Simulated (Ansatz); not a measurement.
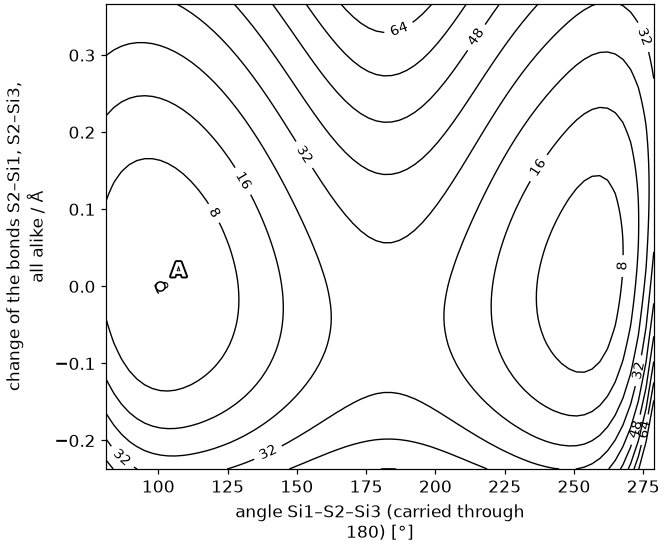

H6SSi2, SMILES [SiH3]S[SiH3]. The first coordinate is: angle Si1–S2–Si3 (carried through 180); the second: change of the bonds S2–Si1, S2–Si3, all alike. Nothing is relaxed (all other coordinates rigid). The scan uses a 13 × 13 grid. Points are written as (first, second). Energies are in kcal/mol, from the relaxed molecule at the same level. The calculation used Ansatz 0.2.0, RKS PBE0-D4/def2-SVP.

In the figure: contour lines labelled in kcal/mol (none above 72), the point A. Between grid points the surface is interpolated.

Q: What is the easiest way out of the well at A, and how high is the barrier?

A: The easiest path leads from the well at about (100°, 0.00 Å) to the well at about (255°, 0.01 Å), about 2.2 kcal/mol higher. Its highest point lies about 28 kcal/mol above the bottom of the first well on the interpolated surface, at about (185°, −0.05 Å). The start is the relaxed structure and all else is held, so a fully relaxed path at this level can only be lower.

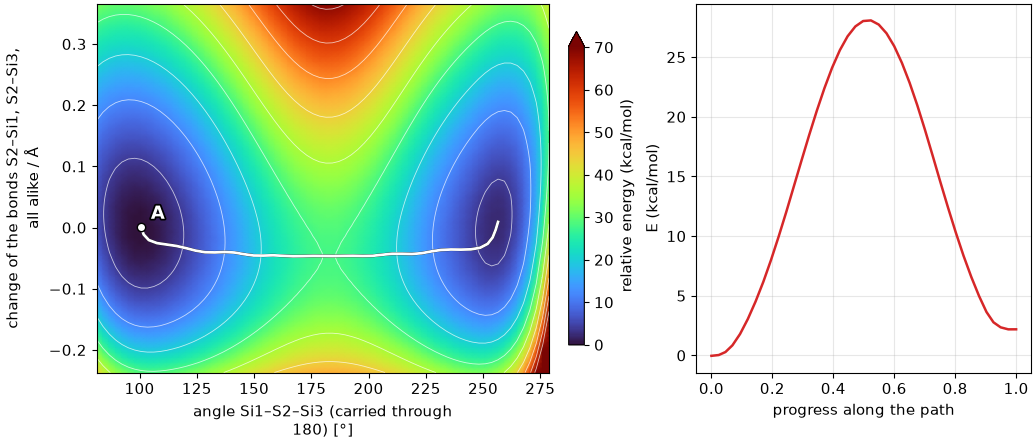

Drawn: a smooth colour map with a few white contour lines, a line along the lowest path, one colour for all values above the top of the scale, the energy along the path at the right. Between grid points the surface is interpolated.
